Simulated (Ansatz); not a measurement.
Run report: Mg₉O₈, geometry relaxation (part 2 of 3)

Continued. System: Mg₉O₈ (defect cell, 17 atoms in the cell). Method: DFT PBE, scalar-relativistic, plane waves, PAW, PAW set soft_1, no spin polarisation (Ansatz 0.2.0); cutoff 420 eV, 2×2×2 k-mesh, Gaussian smearing of 0.05 eV. The structure derives from an entry of the Crystallography Open Database. It belongs to a series of runs on one base structure; here: end point A relaxed.

Geometry of the input (Å; fractional positions):
```
0.0000  4.3915  4.3915
4.3915  0.0000  4.3915
4.3915  4.3915  0.0000
Mg 0.0000  0.0000  0.0000
O  0.2500  0.2500  0.2500
Mg 0.0000  -0.0000  0.5000
O  0.2500  0.2500  0.7500
Mg 0.0000  0.5000  -0.0000
O  0.2500  0.7500  0.2500
Mg 0.0000  0.5000  0.5000
O  0.2500  0.7500  0.7500
Mg 0.5000  0.0000  -0.0000
O  0.7500  0.2500  0.2500
Mg 0.5000  0.0000  0.5000
O  0.7500  0.2500  0.7500
Mg 0.5000  0.5000  -0.0000
O  0.7500  0.7500  0.2500
Mg 0.5000  0.5000  0.5000
O  0.7500  0.7500  0.7500
Mg 0.3740  0.3741  0.3809
```

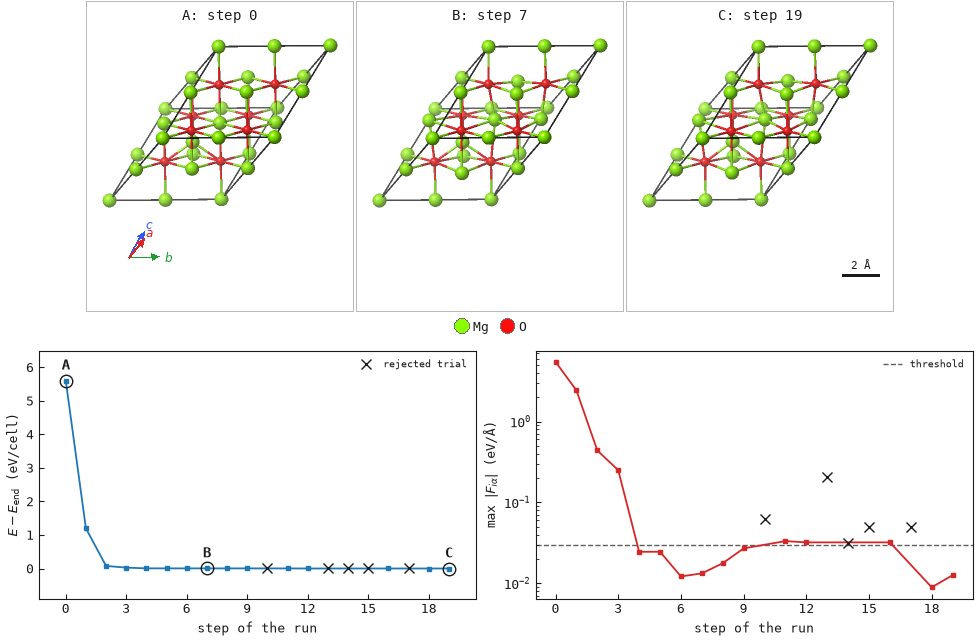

Fig. 1: Frames of the relaxation (ball-and-stick view of the cell of the calculation (origin shifted), seen at an oblique angle) above the curves, on which the letters mark them (the first geometry is step 0 here and step 1 in the log).

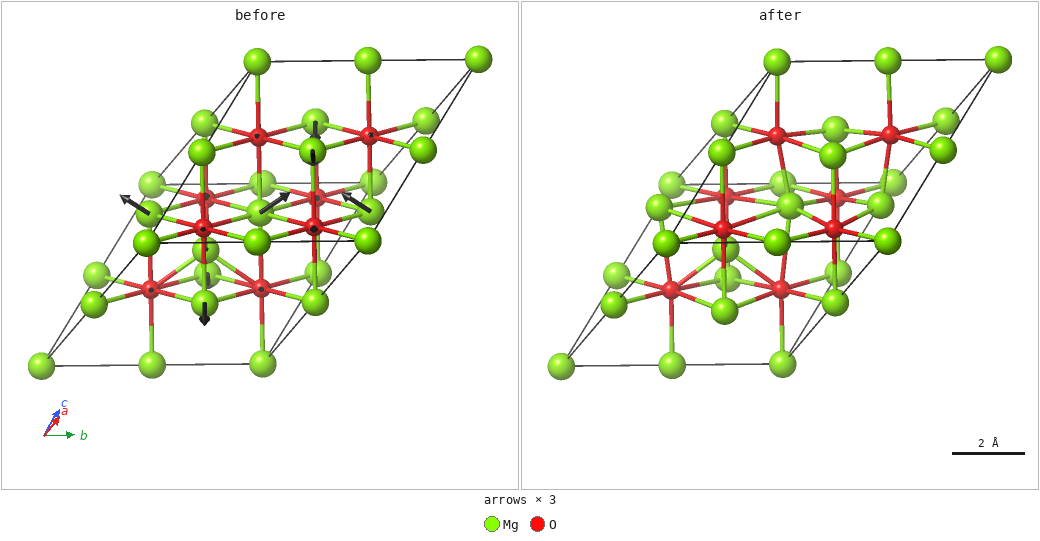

Fig. 2: Before (left) and after (right) the relaxation, at one scale (ball-and-stick view of the cell of the calculation (origin shifted), seen at an oblique angle). The black arrows give the displacements, magnified 3 times. Mg15 moves most: 0.35 Å. Largest moves by element: Mg 0.35 Å, O 0.08 Å. The cell doesn't change. Among the contacts that change: O4–Mg15 2.196 → 2.470 Å, O4–Mg11 2.196 → 2.448 Å, O10–Mg15 2.196 → 2.439 Å, O6–Mg7 2.196 → 2.425 Å. Among the angles that change: O6–Mg15–O12 180.0° → 163.8°, O4–Mg15–O14 180.0° → 165.3°, O4–Mg7–O14 180.0° → 166.0°. Over 19 geometry steps the energy falls by 5.604 eV per cell of the calculation. The largest force component goes from 5.5 to 0.013 eV/Å. The line search rejected the trial steps at points 10, 13, 14, 15, 17 (counted from 0) and went back. (Atoms are counted from 1 in the order of the input.)

```
Free energy (F): -21865.526502 eV
[...]
Harris-Foulkes:  -21865.526502 eV  (|F-HF|=2.91e-11)
Internal energy: -21865.524375 eV  (E = F + TS)
E sigma→0 (E₀):  -21865.525438 eV
Entropy (-TS):   -0.002127 eV (-0.125 meV/atom)
Fermi energy:    13.186186 eV
--- Per-component energies (eV) ---
  E_band       = -2734.675090
  E_kinetic    = 2020.852002
  E_local      = -15535.046045  (includes V_loc(G=0)·N_el)
  E_nonlocal   = 2173.077154
  E_hartree    = 5199.703646
  E_xc         = -833.841840
  E_vxc        = -1068.695111  (∫ρ·V_xc dr)
  E_paw        = -4003.888773  (= ΣΔE_a)
  E_vpaw       = -724.275147  (= ΣTr[D̂ρ^β])
  E_aug_tail   = 0.004668  (compensation charges beyond the density's cutoff)
  E_ewald      = -10886.385185
  E_smearing   = -0.002127  (= −TS)
  E_closure    = -0.000000  (closes the sum)
  Σ components = -21865.526502   (vs F -21865.526502, Δ=0.00e0)
--- Forces (eV/Å), atoms counted from 1 ---
  atom   1  Mg    -0.00446289    -0.00512370     0.00235179
  atom   2  O      0.00285601     0.00299056     0.00468160
  atom   3  Mg     0.00431063     0.00367721     0.00779617
  atom   4  O     -0.00003361    -0.00015773     0.00280323
  atom   5  Mg    -0.00201568     0.00845622     0.00371320
  atom   6  O      0.00227998    -0.00198976     0.00032170
  atom   7  Mg    -0.00489449     0.00145073    -0.00358929
  atom   8  O     -0.00236286     0.00206559     0.00214973
  atom   9  Mg     0.00843150    -0.00201285     0.00440223
  atom  10  O     -0.00187960     0.00193657     0.00008384
  atom  11  Mg     0.00132663    -0.00489633    -0.00313578
  atom  12  O      0.00216209    -0.00246510     0.00225073
  atom  13  Mg    -0.00320652    -0.00262954    -0.00702537
  atom  14  O      0.00012258     0.00009468     0.00070420
  atom  15  Mg     0.00214789     0.00259879    -0.00457103
  atom  16  O     -0.00038544    -0.00038004    -0.00032143
  atom  17  Mg    -0.00439607    -0.00361518    -0.01261306
  max |Σ_I F_I| component: 2.44e-6 eV/Å
--- Relaxed structure (20 steps of the walk, 15 accepted, 0 SCFs on fresh bases) ---
  F+E_penalty+E_count = -21865.52650169 eV   max|allowed force component| = 1.261e-2 eV/Å
  atoms:
    - { symbol: Mg, position: [0.0002175263621520661, 0.0001997342180223057, -0.00203819456112511] }
    - { symbol: O, position: [0.253519025684203, 0.25348218916865856, 0.24372028947077629] }
    - { symbol: Mg, position: [7.599072321976783e-6, -2.791561129520035e-5, 0.49930694549298654] }
    - { symbol: O, position: [0.24373374170310314, 0.2436202774005536, 0.7664343123149602] }
    - { symbol: Mg, position: [0.0004081359293883202, 0.5011332817187675, -0.0023550606279095776] }
    - { symbol: O, position: [0.25293544820607744, 0.751694741833203, 0.24127274853165392] }
    - { symbol: Mg, position: [-0.06651182113943371, 0.5226242011663178, 0.5209450073770714] }
    - { symbol: O, position: [0.24011241974128483, 0.7526737720528571, 0.7546516679712072] }
    - { symbol: Mg, position: [0.5011521870400405, 0.00038150469280651134, -0.002339026762775198] }
    - { symbol: O, position: [0.7516043028211861, 0.2529105979403592, 0.2413757345026285] }
    - { symbol: Mg, position: [0.5225877238175763, -0.06640775326763462, 0.5209289523141657] }
    - { symbol: O, position: [0.7526727591515334, 0.24009457605339313, 0.7546712138972111] }
    - { symbol: Mg, position: [0.5183003810304472, 0.5183183602080923, -0.05455077800028685] }
    - { symbol: O, position: [0.7551585525505433, 0.7551708426737733, 0.23474432598329453] }
    - { symbol: Mg, position: [0.5238279009140037, 0.5238124523959538, 0.5216004934266573] }
    - { symbol: O, position: [0.7526496460107102, 0.7526500454994933, 0.7542048267487426] }
    - { symbol: Mg, position: [0.37166227110486183, 0.3717955918566793, 0.3882830419207416] }
```

Trajectory as extended XYZ (Å, eV, eV/Å), 20 frames, from step=1 to step=20
```
17
Lattice="0.0000 4.3915 4.3915 4.3915 0.0000 4.3915 4.3915 4.3915 0.0000" Properties=species:S:1:pos:R:3:forces:R:3 step=1 energy=-21859.92281
Mg    0.0000    0.0000    0.0000   -0.5745  -0.5746  -0.5820
O     2.1957    2.1957    2.1957    0.3190   0.3189   0.3109
Mg    2.1957    2.1957    0.0000    0.5780   0.5780  -0.5751
O     4.3915    4.3915    2.1957   -0.0716  -0.0716   0.0722
Mg    2.1957    0.0000    2.1957    0.5832  -0.5728   0.5756
O     4.3915    2.1957    4.3915   -0.2440   0.2530  -0.2494
Mg    4.3915    2.1957    2.1957    5.1479  -5.3317  -5.2062
O     6.5873    4.3915    4.3915   -0.0499   0.0458   0.0486
Mg    0.0000    2.1957    2.1957   -0.5728   0.5831   0.5756
O     2.1957    4.3915    4.3915    0.2551  -0.2460  -0.2514
Mg    2.1957    4.3915    2.1957   -5.3275   5.1439  -5.2005
O     4.3915    6.5873    4.3915    0.0458  -0.0499   0.0486
Mg    2.1957    2.1957    4.3915   -4.9057  -4.9042   4.8527
O     4.3915    4.3915    6.5873    0.0487   0.0487  -0.0503
Mg    4.3915    4.3915    4.3915    5.3465   5.3482   5.4791
O     6.5873    6.5873    6.5873   -0.0483  -0.0482  -0.0458
Mg    3.3155    3.3151    3.2856   -0.5299  -0.5206   0.1976
17
Lattice="0.0000 4.3915 4.3915 4.3915 0.0000 4.3915 4.3915 4.3915 0.0000" Properties=species:S:1:pos:R:3:forces:R:3 step=2 energy=-21864.32987
Mg   -0.0133   -0.0134   -0.0155   -0.0813  -0.0812  -0.0684
O     2.2128    2.2128    2.2141   -0.0775  -0.0776  -0.0850
Mg    2.2079    2.2079   -0.0112    0.0899   0.0901  -0.0951
O     4.3801    4.3801    2.2065    0.2959   0.2959  -0.2955
Mg    2.2109   -0.0120    2.2087    0.0714  -0.0893   0.0840
O     4.3749    2.2104    4.3763    0.1471  -0.1391   0.1419
Mg    4.4911    2.0954    2.0960    2.2056  -2.3060  -2.2384
O     6.6104    4.3664    4.3678   -0.2243   0.2326   0.2269
Mg   -0.0120    2.2109    2.2088   -0.0892   0.0713   0.0838
O     2.2105    4.3748    4.3762   -0.1371   0.1453   0.1401
Mg    2.0954    4.4911    2.0959   -2.3025   2.2023  -2.2341
O     4.3664    6.6103    4.3678    0.2325  -0.2242   0.2267
Mg    2.0938    2.0938    4.4932   -1.9919  -1.9911   1.9629
O     4.3684    4.3684    6.6097    0.2214   0.2214  -0.2188
Mg    4.4903    4.4903    4.4909    2.3554   2.3564   2.4279
O     6.6113    6.6113    6.6126   -0.2292  -0.2293  -0.2349
Mg    3.3148    3.3145    3.2859   -0.4862  -0.4776   0.1761
17
Lattice="0.0000 4.3915 4.3915 4.3915 0.0000 4.3915 4.3915 4.3915 0.0000" Properties=species:S:1:pos:R:3:forces:R:3 step=3 energy=-21865.45009
Mg   -0.0119   -0.0119   -0.0118    0.1022   0.1025   0.1277
O     2.2123    2.2122    2.2118   -0.3170  -0.3168  -0.3023
Mg    2.2111    2.2111   -0.0156   -0.1155  -0.1151   0.1038
O     4.3808    4.3808    2.2065    0.4299   0.4301  -0.4386
Mg    2.2088   -0.0134    2.2089   -0.1325   0.0955  -0.1070
O     4.3768    2.2109    4.3766    0.3366  -0.3598   0.3513
Mg    4.5686    2.0096    2.0156    0.1487  -0.0851  -0.1240
O     6.6185    4.3650    4.3620    0.0152  -0.0201  -0.0182
Mg   -0.0133    2.2088    2.2089    0.0953  -0.1323  -0.1072
O     2.2110    4.3767    4.3766   -0.3588   0.3356   0.3501
Mg    2.0097    4.5685    2.0157   -0.0854   0.1489  -0.1249
O     4.3650    6.6185    4.3619   -0.0201   0.0152  -0.0182
Mg    2.0208    2.0209    4.5635   -0.1229  -0.1235   0.1469
O     4.3594    4.3594    6.6211   -0.0198  -0.0197   0.0174
Mg    4.5746    4.5747    4.5807    0.1103   0.1096   0.0699
O     6.6155    6.6155    6.6125    0.0180   0.0180   0.0207
Mg    3.3059    3.3057    3.2884   -0.0843  -0.0830   0.0527
17
Lattice="0.0000 4.3915 4.3915 4.3915 0.0000 4.3915 4.3915 4.3915 0.0000" Properties=species:S:1:pos:R:3:forces:R:3 step=4 energy=-21865.49991
Mg   -0.0078   -0.0078   -0.0071    0.0561   0.0563   0.0670
O     2.2019    2.2019    2.2033   -0.1937  -0.1935  -0.1820
Mg    2.2049    2.2050   -0.0095   -0.0607  -0.0605   0.0562
O     4.3935    4.3936    2.1927    0.2450   0.2452  -0.2505
Mg    2.2032   -0.0085    2.2039   -0.0682   0.0531  -0.0571
O     4.3863    2.1986    4.3879    0.1968  -0.2139   0.2088
Mg    4.5768    2.0053    2.0090    0.0134   0.0168  -0.0037
O     6.6208    4.3618    4.3592    0.0159  -0.0159  -0.0161
Mg   -0.0085    2.2032    2.2039    0.0531  -0.0682  -0.0572
O     2.1987    4.3863    4.3878   -0.2134   0.1964   0.2082
Mg    2.0054    4.5767    2.0091    0.0169   0.0133  -0.0039
O     4.3618    6.6208    4.3591   -0.0159   0.0159  -0.0162
Mg    2.0142    2.0142    4.5717    0.0057   0.0054   0.0034
O     4.3575    4.3575    6.6225   -0.0196  -0.0196   0.0194
Mg    4.5807    4.5807    4.5845    0.0064   0.0061  -0.0149
O     6.6190    6.6190    6.6164    0.0147   0.0147   0.0145
Mg    3.3052    3.3050    3.2891   -0.0523  -0.0514   0.0241
17
Lattice="0.0000 4.3915 4.3915 4.3915 0.0000 4.3915 4.3915 4.3915 0.0000" Properties=species:S:1:pos:R:3:forces:R:3 step=5 energy=-21865.52231
Mg   -0.0040   -0.0040   -0.0029    0.0154   0.0154   0.0168
O     2.1870    2.1870    2.1910   -0.0129  -0.0127  -0.0011
Mg    2.1995    2.1995   -0.0041   -0.0149  -0.0148   0.0133
O     4.4097    4.4098    2.1753    0.0179   0.0180  -0.0217
Mg    2.1985   -0.0042    2.1997   -0.0165   0.0135  -0.0152
O     4.3990    2.1821    4.4033    0.0024  -0.0180   0.0143
Mg    4.5808    2.0045    2.0059   -0.0132   0.0244   0.0169
O     6.6235    4.3593    4.3564   -0.0077   0.0099   0.0079
Mg   -0.0042    2.1985    2.1996    0.0135  -0.0165  -0.0152
O     2.1822    4.3990    4.4032   -0.0180   0.0024   0.0141
Mg    2.0046    4.5807    2.0060    0.0245  -0.0133   0.0169
O     4.3592    6.6236    4.3564    0.0098  -0.0076   0.0078
Mg    2.0119    2.0119    4.5749    0.0242   0.0241  -0.0205
O     4.3555    4.3554    6.6245    0.0036   0.0036  -0.0034
Mg    4.5840    4.5840    4.5856   -0.0131  -0.0132  -0.0207
O     6.6221    6.6221    6.6193   -0.0098  -0.0098  -0.0118
Mg    3.3040    3.3038    3.2897   -0.0055  -0.0054   0.0014
17
Lattice="0.0000 4.3915 4.3915 4.3915 0.0000 4.3915 4.3915 4.3915 0.0000" Properties=species:S:1:pos:R:3:forces:R:3 step=6 energy=-21865.52231
Mg   -0.0040   -0.0040   -0.0029    0.0154   0.0154   0.0168
O     2.1870    2.1870    2.1910   -0.0129  -0.0127  -0.0011
Mg    2.1995    2.1995   -0.0041   -0.0149  -0.0148   0.0133
O     4.4097    4.4098    2.1753    0.0179   0.0180  -0.0217
Mg    2.1985   -0.0042    2.1997   -0.0165   0.0135  -0.0152
O     4.3990    2.1821    4.4033    0.0024  -0.0180   0.0143
Mg    4.5808    2.0045    2.0059   -0.0132   0.0244   0.0169
O     6.6235    4.3593    4.3564   -0.0077   0.0099   0.0079
Mg   -0.0042    2.1985    2.1996    0.0135  -0.0165  -0.0152
O     2.1822    4.3990    4.4032   -0.0180   0.0024   0.0141
Mg    2.0046    4.5807    2.0060    0.0245  -0.0133   0.0169
O     4.3592    6.6236    4.3564    0.0098  -0.0076   0.0078
Mg    2.0119    2.0119    4.5749    0.0242   0.0241  -0.0205
O     4.3555    4.3554    6.6245    0.0036   0.0036  -0.0034
Mg    4.5840    4.5840    4.5856   -0.0131  -0.0132  -0.0207
O     6.6221    6.6221    6.6193   -0.0098  -0.0098  -0.0118
Mg    3.3040    3.3038    3.2897   -0.0055  -0.0054   0.0014
17
Lattice="0.0000 4.3915 4.3915 4.3915 0.0000 4.3915 4.3915 4.3915 0.0000" Properties=species:S:1:pos:R:3:forces:R:3 step=7 energy=-21865.52272
Mg   -0.0029   -0.0029   -0.0018    0.0002   0.0001  -0.0009
O     2.1859    2.1860    2.1914   -0.0050  -0.0049   0.0063
Mg    2.1980    2.1980   -0.0028    0.0013   0.0012   0.0000
O     4.4110    4.4111    2.1736    0.0031   0.0033  -0.0069
Mg    2.1972   -0.0032    2.1985    0.0012   0.0011   0.0002
O     4.3986    2.1805    4.4044   -0.0068  -0.0082   0.0048
Mg    4.5807    2.0056    2.0063   -0.0007   0.0033   0.0010
O     6.6231    4.3602    4.3570   -0.0103   0.0112   0.0101
Mg   -0.0032    2.1972    2.1985    0.0011   0.0012   0.0002
O     2.1806    4.3985    4.4043   -0.0082  -0.0068   0.0047
Mg    2.0057    4.5807    2.0064    0.0033  -0.0008   0.0011
O     4.3602    6.6231    4.3569    0.0111  -0.0103   0.0101
Mg    2.0129    2.0129    4.5742    0.0086   0.0086  -0.0083
O     4.3561    4.3561    6.6240    0.0066   0.0066  -0.0070
Mg    4.5839    4.5839    4.5847    0.0018   0.0018  -0.0005
O     6.6215    6.6215    6.6183   -0.0110  -0.0111  -0.0122
Mg    3.3041    3.3039    3.2896    0.0038   0.0037  -0.0028
17
Lattice="0.0000 4.3915 4.3915 4.3915 0.0000 4.3915 4.3915 4.3915 0.0000" Properties=species:S:1:pos:R:3:forces:R:3 step=8 energy=-21865.52291
Mg   -0.0030   -0.0029   -0.0018    0.0011   0.0011   0.0003
O     2.1850    2.1850    2.1927    0.0001   0.0002   0.0111
Mg    2.1974    2.1974   -0.0021    0.0012   0.0011  -0.0012
O     4.4119    4.4120    2.1719   -0.0059  -0.0058   0.0028
Mg    2.1971   -0.0029    2.1984    0.0002   0.0005  -0.0005
O     4.3973    2.1788    4.4054   -0.0133  -0.0008  -0.0019
Mg    4.5808    2.0065    2.0065    0.0053  -0.0067  -0.0055
O     6.6220    4.3620    4.3582   -0.0045   0.0040   0.0041
Mg   -0.0030    2.1971    2.1984    0.0005   0.0002  -0.0005
O     2.1789    4.3972    4.4052   -0.0008  -0.0132  -0.0019
Mg    2.0066    4.5807    2.0066   -0.0067   0.0052  -0.0054
O     4.3620    6.6220    4.3582    0.0040  -0.0045   0.0040
Mg    2.0142    2.0142    4.5732    0.0014   0.0015  -0.0015
O     4.3573    4.3572    6.6229    0.0015   0.0015  -0.0021
Mg    4.5841    4.5841    4.5842    0.0074   0.0074   0.0087
O     6.6203    6.6203    6.6165   -0.0046  -0.0046  -0.0046
Mg    3.3046    3.3044    3.2894    0.0131   0.0129  -0.0061
17
Lattice="0.0000 4.3915 4.3915 4.3915 0.0000 4.3915 4.3915 4.3915 0.0000" Properties=species:S:1:pos:R:3:forces:R:3 step=9 energy=-21865.52305
Mg   -0.0028   -0.0028   -0.0016   -0.0035  -0.0036  -0.0031
O     2.1843    2.1845    2.1952   -0.0008  -0.0007   0.0101
Mg    2.1964    2.1965   -0.0012    0.0060   0.0060  -0.0051
O     4.4124    4.4125    2.1705   -0.0029  -0.0028   0.0002
Mg    2.1967   -0.0026    2.1980    0.0037  -0.0031   0.0041
O     4.3947    2.1774    4.4059   -0.0116  -0.0021   0.0000
Mg    4.5813    2.0070    2.0063    0.0025  -0.0095  -0.0050
O     6.6211    4.3636    4.3592    0.0010  -0.0022  -0.0017
Mg   -0.0027    2.1967    2.1980   -0.0031   0.0037   0.0041
O     2.1775    4.3946    4.4057   -0.0021  -0.0115   0.0000
Mg    2.0072    4.5812    2.0064   -0.0094   0.0025  -0.0049
O     4.3636    6.6211    4.3591   -0.0022   0.0010  -0.0017
Mg    2.0156    2.0156    4.5720    0.0004   0.0005  -0.0027
O     4.3581    4.3581    6.6222   -0.0034  -0.0034   0.0026
Mg    4.5849    4.5849    4.5842    0.0057   0.0058   0.0105
O     6.6193    6.6193    6.6148    0.0019   0.0019   0.0024
Mg    3.3057    3.3055    3.2888    0.0177   0.0174  -0.0100
```
